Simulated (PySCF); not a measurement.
```yaml
atoms:
  - { symbol: P, position_ang: [0.0000, 0.0000, -0.4826] }
  - { symbol: N, position_ang: [0.0000, 0.0000, 1.0674] }
```

These are results of PBE0/aug-cc-pVDZ(-PP), non-relativistic Hamiltonian with scalar-relativistic core potentials where named, at a bond length of 1.550 Å in PySCF, not measurements.

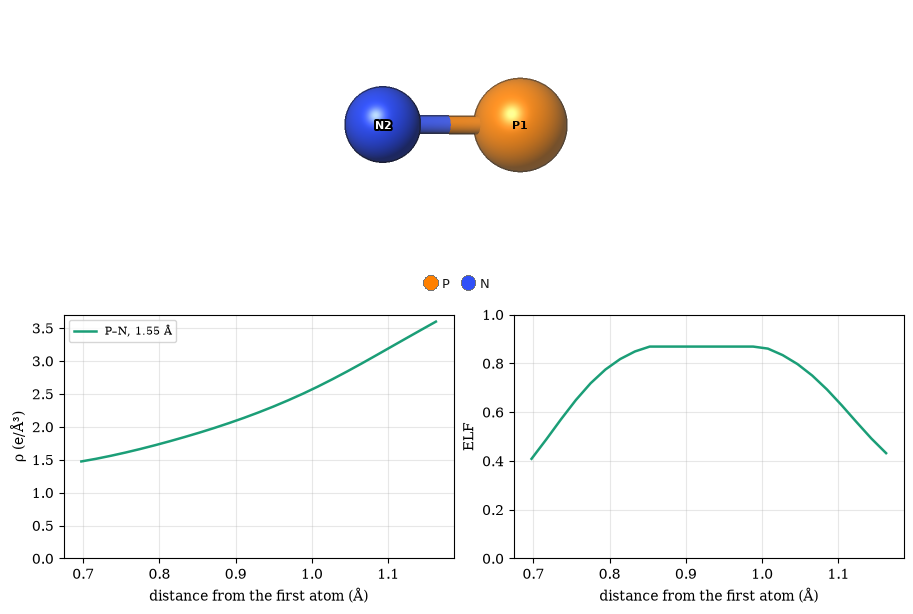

PN (charge −1, doublet). Total electron density and ELF along straight lines between neighbouring atoms. The curves leave out the atomic cores. The structure is drawn too.

> What can be read from the curves?

P–N (1.55 Å): the density is about 1.7 e/Å³ at the midpoint; the ELF peaks at about 0.85 between the atoms (a polar covalent bond).
